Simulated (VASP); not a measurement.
Band structure of PdC (relaxed from the zinc blende structure, space group F-43m). Computed with PBEsol GGA, VASP's PBE PAW potentials (set 64) (plane waves; VASP).

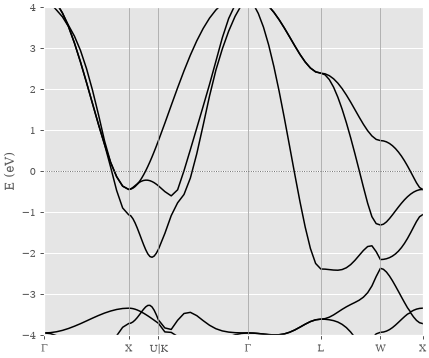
Fig. 1. Bands along high-symmetry lines, zero at the valence-band maximum or, without a gap, the Fermi level

Q: Read the plot: is there a gap, and where are the band edges?

A: It has no gap at this level: it comes out as a metal or semimetal. (Edges off the drawn lines would not show.)

The structure was generated: PdC was put into the zinc blende type (F-43m), which need not be its known phase. It was relaxed first, which changed the volume by -18 %.
